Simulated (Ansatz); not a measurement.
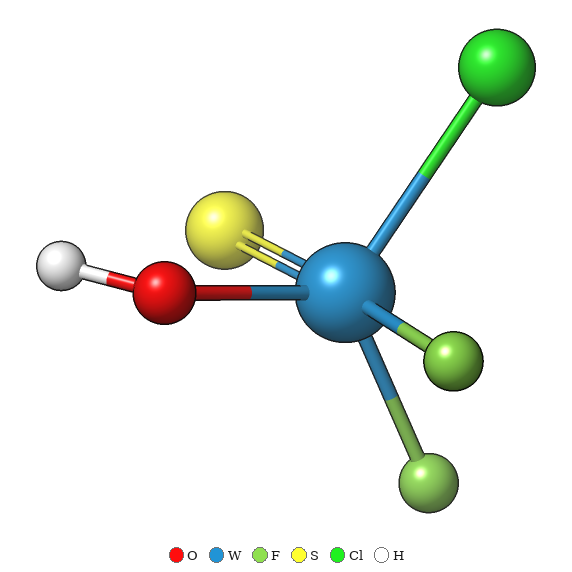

A ball-and-stick model of a molecule. Double and triple bonds are drawn as two and three sticks.

Charge 0, singlet. The computed structure is the end point of a PBE0-D4/def2-TZVP optimisation.

Description:

Formula ClF2HOSW. Its SMILES string is `[OH][W]([F])([F])(=[S])[Cl]`. This geometry has C1 symmetry.

The parts below concern this one geometry. Atoms keep their numbers from picture to picture.

### Geometry

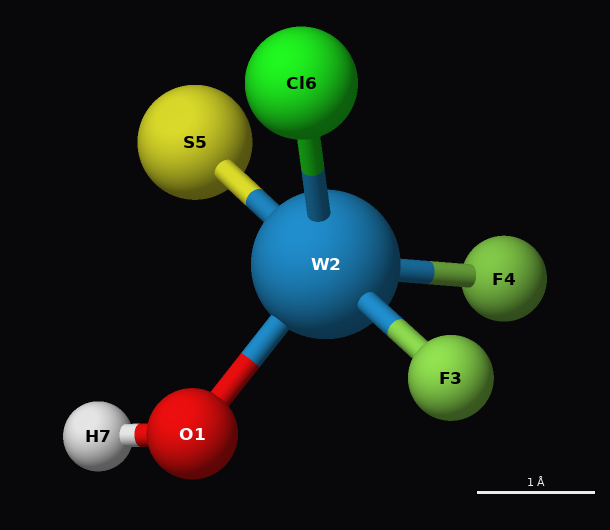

Numbered structure.

Give the bond lengths.

```json
{"bond": "O1–W2", "length (Å)": "1.856"}
{"bond": "O1–H7", "length (Å)": "0.962"}
{"bond": "W2–F3", "length (Å)": "1.914"}
{"bond": "W2–F4", "length (Å)": "1.843"}
{"bond": "W2–S5", "length (Å)": "2.138"}
{"bond": "W2–Cl6", "length (Å)": "2.253"}
```

### Charges

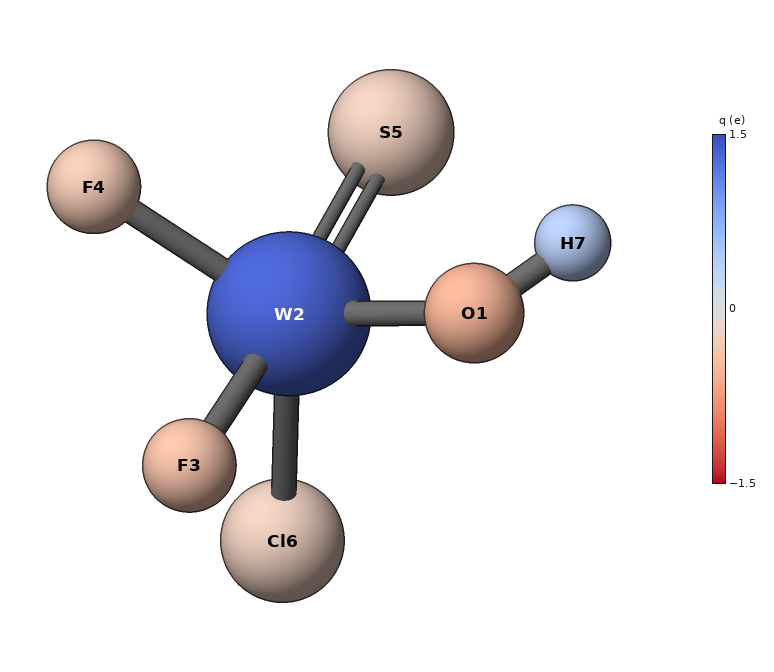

Atoms are coloured by their Mulliken charges. Method: RKS PBE0-D4/def2-TZVP, core potentials on W (Ansatz 0.2.0).

List the Mulliken charges.

```tsv
atom	value (e)
O1	−0.51
W2	1.31
F3	−0.40
F4	−0.31
S5	−0.24
Cl6	−0.23
H7	0.37
```

### Vibrations

Harmonic vibrations computed with RKS PBE0-D4/def2-TZVP, core potentials on W (Ansatz 0.2.0) at a stationary point of the same level.

Question: List the wavenumbers.

Answer: 15 modes: 66, 110, 171, 193, 214, 306, 318, 412, 522, 550, 598, 696, 742, 795, 3876 cm⁻¹.

### Dipole moment

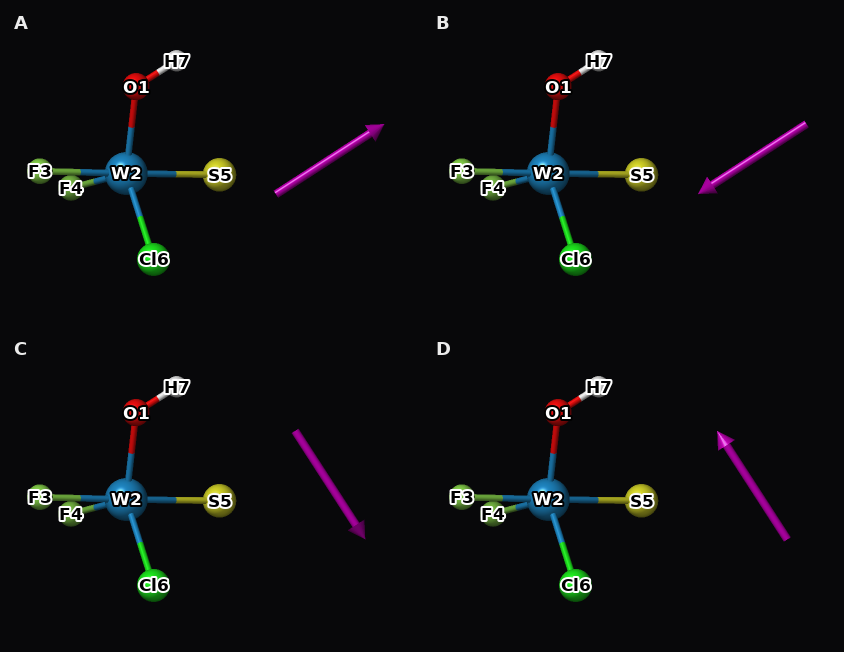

The same molecule four times, each with an arrow. Properties computed with RKS r2SCAN-D4/def2-TZVPP, core potentials on W (Ansatz 0.2.0).

Question: Which arrow points along the dipole moment, from the negative to the positive end?

Answer: A. The dipole moment is 2.65 D; it points from the side of F3 to the side of H7 (the outermost atoms at the two ends).

Mulliken values depend strongly on the basis set and can even reverse the polarity of a bond.
